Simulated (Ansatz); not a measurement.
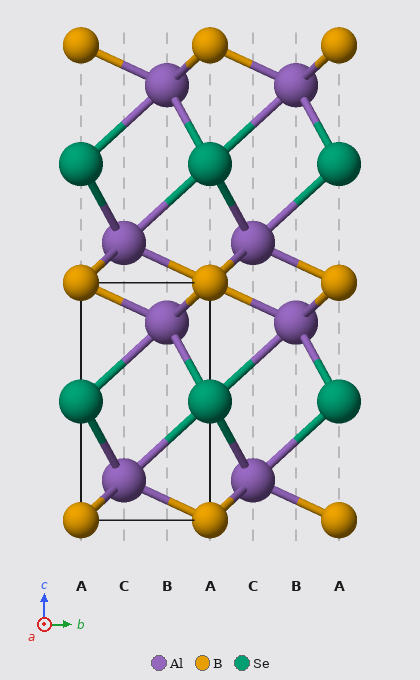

The picture looks along a close-packed row of the hexagonal mesh; c points upwards. The dashed lines mark the three columns A (0, 0), B (1/3, 2/3) and C (2/3, 1/3). The sequence starts with the first layer at or above the cell's origin.

Al2BSe (space group P-3m1, No. 164): the geometry relaxed with DFT PBE, scalar-relativistic, plane waves, PAW in Ansatz; the starting structure was generated, so it need not be a known form of this composition.

**List the layers of one repeat.**

B(A) – Al(C) – Se(A) – Al(B) (four layers in 5.65 Å).
